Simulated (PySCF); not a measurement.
```xyz
10

O    -1.8154    2.2693   -0.5275
C    -1.2856    1.2663   -0.2998
C    -0.6049    0.1963   -0.0334
C    -1.0391   -1.1729    0.0552
O    -0.2590   -2.0710    0.2761
Ge    1.3784    0.2507    0.2373
Cl    2.2594   -0.4506   -1.5159
H    -2.1149   -1.3615   -0.0848
H     1.7852    1.6944    0.4530
H     1.7049   -0.6164    1.4172
```

Geometry: GFN2-xTB.

Level of theory: B3LYP/def2-SVPD, SCF density, gas phase in PySCF.

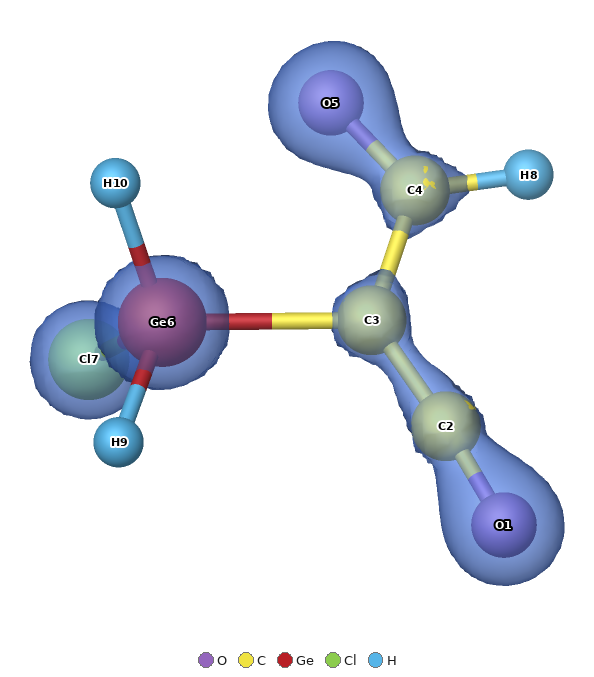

C₃H₃ClGeO₂ (SMILES O=C=[C](C=O)[GeH2][Cl]). Isosurface of the total electron density at 2 e/Å³ (blue), seen at a tilt.

> How is the density connected at this value?

At this value the surface falls into six separate pieces. It bridges the sampled C–O (1.16 Å) and C–C (1.30 Å) contacts, where the density stays above the isovalue. It is pinched off along the sampled C–Ge (2.00 Å) and Ge–Cl (2.08 Å) contacts. On the grid the lowest density along these lines, outside the cores, is 3.2 e/Å³ (C–O, 1.16 Å), 2.3 e/Å³ (C–C, 1.30 Å), 0.75 e/Å³ (C–Ge, 2.00 Å) and 0.76 e/Å³ (Ge–Cl, 2.08 Å).
